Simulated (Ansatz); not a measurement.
# wB97M-V/STO-3G run of HNO2 (nitrous acid)

What is the electronic atomisation energy of HNO2 (nitrous acid) at wB97M-V/STO-3G? 

The results are computed with Ansatz 0.2.0.

54 further runs of the same task are left out: 1 that didn't finish, 53 set aside as unsound or not needed.

## 1. Starting point

The species is HNO2 (4 atoms), meant as a singlet with charge 0. As SMILES, `O=NO`. The coordinates come from a GFN2-xTB relaxation.

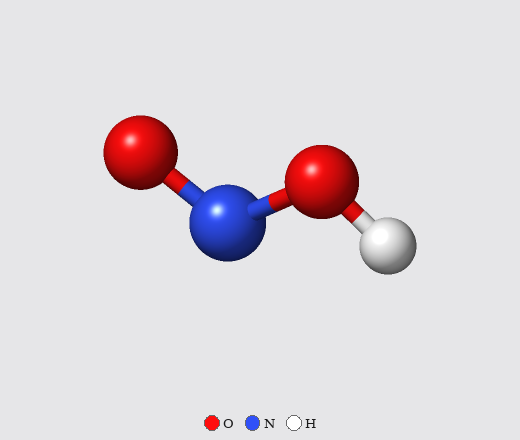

The structure, seen from a chosen angle (oxygen red, nitrogen blue, hydrogen white).

## 2. A single-point energy at wB97M-V/STO-3G

job.yaml reads:

```yaml
crystal:
  periodic: [false, false, false]
  atoms:
    - symbol: O
      position_ang: [0.424700, 0.045690, 1.471310]
    - symbol: "N"
      position_ang: [0.319310, -0.411420, 0.387280]
    - symbol: O
      position_ang: [-0.357270, 0.415910, -0.505360]
    - symbol: H
      position_ang: [-0.386730, -0.050180, -1.353230]
basis:
  gaussian:
    orbitals: STO-3G
hamiltonian:
  xc: {name: wB97M-V}
accuracy: high
```

The run is started by

```bash
$ ansatz run job.yaml --threads 1 --pin off --max-ram 2610MiB --events-out events.jsonl --progress --plain --runs-dir runs
```

Output:

```text
Warning: RAYON_NUM_THREADS=1 ignored (pool sized by the plan → 1); use --threads N
Functional definition: wB97M-V
  name "wB97M-V"
  parameter omega = 0.3/bohr
  parameter cx = 0.15
  parameter cx01 = 1.007
  parameter cx10 = 0.259
  parameter css00 = 0.443
  parameter css04 = -1.437
  parameter css10 = -4.535
  parameter css20 = -3.390
  parameter css43 = 4.278
  parameter cos00 = 1.000
  parameter cos10 = 1.358
  parameter cos20 = 2.924
  parameter cos21 = -8.812
  parameter cos60 = -1.390
  parameter cos61 = 9.142
  parameter b = 6.0
  parameter c = 0.01
  gx(w, u) = 1 - cx + cx01*u + cx10*w
  gss(w, u) = css00 + css04*u^4 + css10*w + css20*w^2 + css43*w^4*u^3
  gos(w, u) = cos00 + cos10*w + (cos20 + cos21*u)*w^2 + (cos60 + cos61*u)*w^6
  exchange = spin_sum(e_x_unif_sr(omega)*gx(b97_w, b97_u_x)) + cx*exact_x_sr(omega) + exact_x_lr(omega)
  correlation = spin_sum(e_c_pw_mod_same_spin*gss(b97_w, b97_u_same))
      + integral(e_c_pw_mod_opposite_spin*gos(b97_w_opposite, b97_u_opposite)) + vv10(b, c)
275 factors; integrals over basis functions are off by at most 3.2e-8 eV
122 factors; integrals over basis functions are off by at most 8.6e-10 eV
mean field evaluation 1: about -5519.0717 eV, gradient 2.6e1 eV
mean field evaluation 2: about -5518.8808 eV, gradient 3.0e1 eV
mean field evaluation 4: about -5520.9513 eV, gradient 1.4e0 eV
mean field evaluation 8: about -5520.9448 eV, gradient 7.1e-3 eV
mean field evaluation 16: about -5520.9448 eV, gradient 8.6e-7 eV
mean field -5520.94479427 eV, -202.8909789586 hartree, gradient 6.6e-8 eV, S^2 0.000000; 0 other end points of the search recorded, 0 dependent functions left out
reference -5520.94479569 eV, -202.8909790107 hartree; 12, 12 occupied and 4, 4 virtual orbitals, 275 factors
Total energy: -5520.94479569 eV, -202.8909790107 hartree
```

Wall time 5.4 s (1 thread of Intel Xeon Platinum 8559C (Emerald Rapids), shared host); peak memory 0.24 GiB.

## 3. The H atom

run.yaml reads:

```yaml
basis:
  gaussian:
    orbitals: STO-3G
crystal:
  periodic: [false, false, false]
  atoms:
    - {symbol: H, position_ang: [0.000000, 0.000000, 0.000000]}
magnetization:
  spin_polarized: true
  initial_magnetization: 1
hamiltonian:
  xc: {name: wB97M-V}
accuracy: high
```

Run the same way, it converges to -0.45654 Eh (log not shown).

## 4. The N atom

molecule.yaml reads:

```yaml
basis:
  gaussian: {orbitals: STO-3G}
crystal:
  periodic: [false, false, false]
  atoms:
    - {symbol: N, position_ang: [0.000000, 0.000000, 0.000000]}
magnetization: {spin_polarized: true, initial_magnetization: 3}
hamiltonian: {xc: {name: wB97M-V}}
accuracy: high
```

The run is started by

```bash
$ ansatz run molecule.yaml --threads 1 --pin off --max-ram 2610MiB --events-out events.jsonl --progress --plain --runs-dir runs
```

Output, cut to the lines that bear on the results:

```text
Warning: RAYON_NUM_THREADS=1 ignored (pool sized by the plan → 1); use --threads N
Functional definition: wB97M-V
  name "wB97M-V"
[...]
  gx(w, u) = 1 - cx + cx01*u + cx10*w
  gss(w, u) = css00 + css04*u^4 + css10*w + css20*w^2 + css43*w^4*u^3
  gos(w, u) = cos00 + cos10*w + (cos20 + cos21*u)*w^2 + (cos60 + cos61*u)*w^6
[...]
      + integral(e_c_pw_mod_opposite_spin*gos(b97_w_opposite, b97_u_opposite)) + vv10(b, c)
15 factors; integrals over basis functions are off by at most 1.1e-9 eV
15 factors; integrals over basis functions are off by at most 3.3e-10 eV
[...]
mean field -1466.45711818 eV, -53.8913050929 hartree, gradient 0.0e0 eV, S^2 3.750000; 0 other end points of the search recorded, 0 dependent functions left out
reference -1466.45711892 eV, -53.8913051199 hartree; 5, 2 occupied and 0, 3 virtual orbitals, 15 factors
Total energy: -1466.45711892 eV, -53.8913051199 hartree
```

Run time: 0.6 s. Hardware: 1 thread of Intel Xeon Platinum 8559C (Emerald Rapids), shared host; peak memory 0.17 GiB.

## 5. The O atom, same level

input.yaml reads:

```yaml
crystal:
  periodic: [false, false, false]
  atoms:
    - {symbol: O, position_ang: [0.000000, 0.000000, 0.000000]}
basis:
  gaussian:
    orbitals: STO-3G
magnetization:
  spin_polarized: true
  initial_magnetization: 2
hamiltonian:
  xc: {name: wB97M-V}
accuracy: high
```

The run is started by

```bash
$ ansatz run input.yaml --threads 1 --pin off --max-ram 2610MiB --events-out events.jsonl --progress --plain --runs-dir runs
```

Output, cut to the lines that bear on the results:

```text
Warning: RAYON_NUM_THREADS=1 ignored (pool sized by the plan → 1); use --threads N
Functional definition: wB97M-V
  name "wB97M-V"
[...]
  gx(w, u) = 1 - cx + cx01*u + cx10*w
  gss(w, u) = css00 + css04*u^4 + css10*w + css20*w^2 + css43*w^4*u^3
  gos(w, u) = cos00 + cos10*w + (cos20 + cos21*u)*w^2 + (cos60 + cos61*u)*w^6
[...]
      + integral(e_c_pw_mod_opposite_spin*gos(b97_w_opposite, b97_u_opposite)) + vv10(b, c)
15 factors; integrals over basis functions are off by at most 1.1e-9 eV
15 factors; integrals over basis functions are off by at most 4.2e-10 eV
[...]
mean field -2014.77087902 eV, -74.0414641433 hartree, gradient 0.0e0 eV, S^2 2.000000; 0 other end points of the search recorded, 0 dependent functions left out
reference -2014.77087952 eV, -74.0414641616 hartree; 5, 3 occupied and 0, 2 virtual orbitals, 15 factors
Total energy: -2014.77087952 eV, -74.0414641616 hartree
```

Wall time 0.62 s (1 thread of Intel Xeon Platinum 8559C (Emerald Rapids), shared host); peak memory 0.17 GiB.

## 6. What came out

At wB97M-V/STO-3G:

| quantity | value |
| --- | --- |
| molecule: total energy | -202.89098 Eh |
| H atom: total energy | -0.45654 Eh |
| H atom: ⟨S²⟩ | 0.750 |
| N atom: total energy | -53.89131 Eh |
| N atom: ⟨S²⟩ | 3.750 |
| O atom: total energy | -74.04146 Eh |
| O atom: ⟨S²⟩ | 2.000 |
| electronic atomisation energy | 12.523 eV |

What this shows: Taking the molecule apart into free atoms costs 12.52 eV (1208 kJ/mol), before zero-point energy and without spin-orbit coupling. In a minimal basis such a difference can be off by several eV, whatever the method.
